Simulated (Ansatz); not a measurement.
```xyz
6

F    -0.5236   -1.8669    1.0441
B     0.2394    0.9488    0.1700
Si   -0.2460   -0.9753   -0.1926
H    -0.3892   -1.7173   -1.4612
H     1.3910    1.2111    0.3053
H    -0.6462    1.7398    0.2287
```

Geometry: PBE0-D4/def2-TZVP.

Method: RKS PBE0-D4/def2-TZVPP in Ansatz 0.2.0.

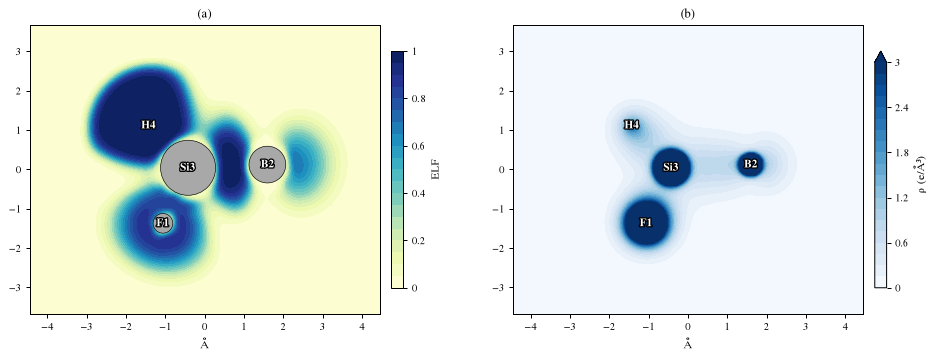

BFH3Si (charge +1). (a) ELF; (b) total electron density on the plane of atoms B2, Si3 and H4. Grey discs cover the atomic cores in the ELF map.

Q: What does the map show?

A: Atoms in the plane: F, B, Si and H.
Si–F (1.55 Å): ρ at the midpoint is about 1.3 e/Å³; the ELF peaks at about 0.85 in the valence shell of F, 0.6 Å from its nucleus, and is about 0.55 at the midpoint.
Si–B (2.02 Å): ρ at the midpoint is about 0.83 e/Å³; the ELF peaks at about 1 between the atoms: localised, covalent bonding.
Si–H (1.48 Å): ρ is about 0.9 e/Å³ halfway; the ELF climbs to about 1 towards the hydrogen, as it does in any bond to H.
The ELF also peaks beside F1, away from the bonds: lone-pair regions.
